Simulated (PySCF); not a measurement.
**C2H7F3OSi2: density, localisation and related maps**

Input

```
{"job": {"kind": "nmr", "xc": "PBE0", "basis": "pcSseg-1"}, "charge": 0, "multiplicity": 1}
F      2.963838     1.141527     0.294776
C      2.644868    -0.150771     0.450753
F      3.003277    -0.783567    -0.675855
F      3.415918    -0.630178     1.432236
C      1.182999    -0.325563     0.737421
Si     0.006172     0.272158    -0.612502
O     -1.517095     0.006234    -0.018945
Si    -3.150383     0.087601    -0.297983
H      0.947042     0.210235     1.669615
H      0.991390    -1.394216     0.919471
H      0.210350     1.725935    -0.874835
H      0.213049    -0.506272    -1.867549
H     -3.524878    -0.813067    -1.429471
H     -3.546887     1.487412    -0.638566
H     -3.856338    -0.344676     0.940124
```

Launched as:

```sh
OMP_NUM_THREADS=1 python probes_run.py task.json out
```

Geometry: PBE0-D3(BJ)/def2-SVP.

Level of theory: PySCF, PBE0/pcSseg-1, SCF density, gas phase, non-relativistic.

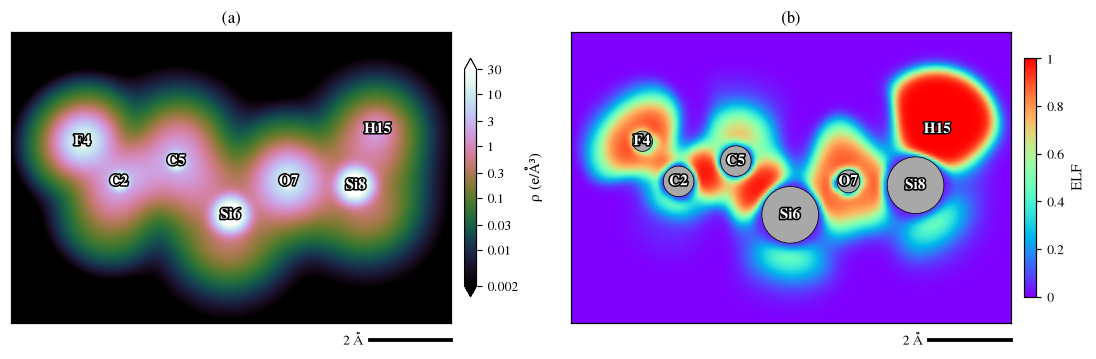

Figure 1. (a) total electron density; (b) electron localisation function on the plane of atoms Si6, O7 and Si8. Grey discs cover the atomic cores in the ELF map.

Question: What does the map show?

Answer: Atoms in the plane: C, F, Si, O and H. C–F (1.34 Å): ρ is about 2.4 e/Å³ halfway; the ELF peaks at about 0.85 between the atoms; a polar covalent bond. C–C (1.50 Å): ρ at the midpoint is about 1.8 e/Å³; the ELF peaks at about 1 between the atoms (a shared electron pair). Si–O (1.66 Å): ρ at the midpoint is about 1.1 e/Å³; the ELF peaks at about 0.85 between the atoms; a shared but strongly polarised pair. C–Si (1.89 Å): ρ at the midpoint is about 0.94 e/Å³; the ELF peaks at about 0.95 between the atoms: localised, covalent bonding. Si–H (1.49 Å): the density is about 0.8 e/Å³ at the midpoint; the ELF climbs to about 1 towards the hydrogen, as it does in any bond to H. The ELF also peaks beside O7 and F4, away from the bonds: lone-pair regions.

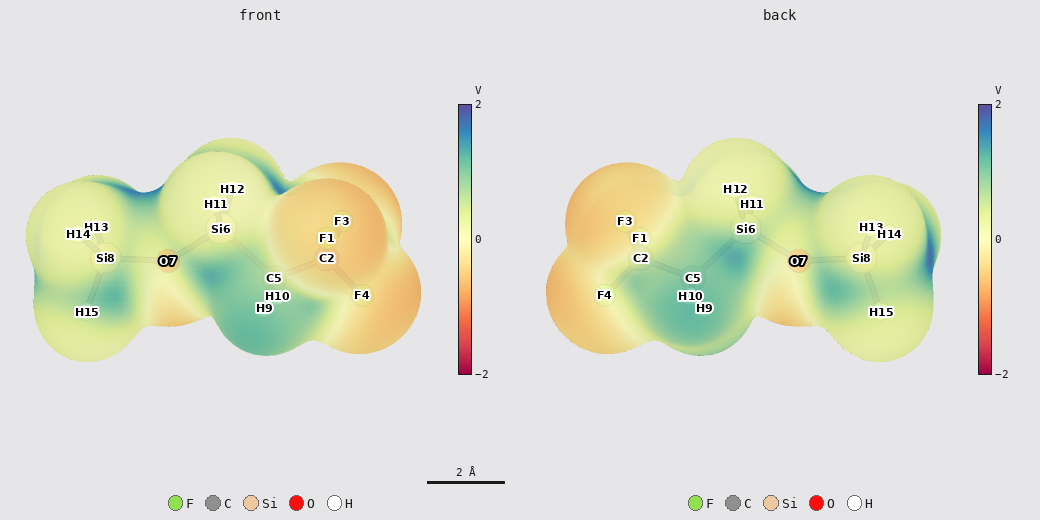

Figure 2. The molecular electrostatic potential painted on the density surface at 0.002 e/bohr³, seen from the front and from behind; the colour scale runs from red (negative) to blue (positive).

Question: Describe the electrostatic potential map.

Answer: The most negative region (about −0.6 V) lies over F1, F3 and F4, the most positive (about +1.7 V) over Si6 and Si8.

Question: What dipole moment does the calculation give?

Answer: Its dipole moment is 2.27 D.
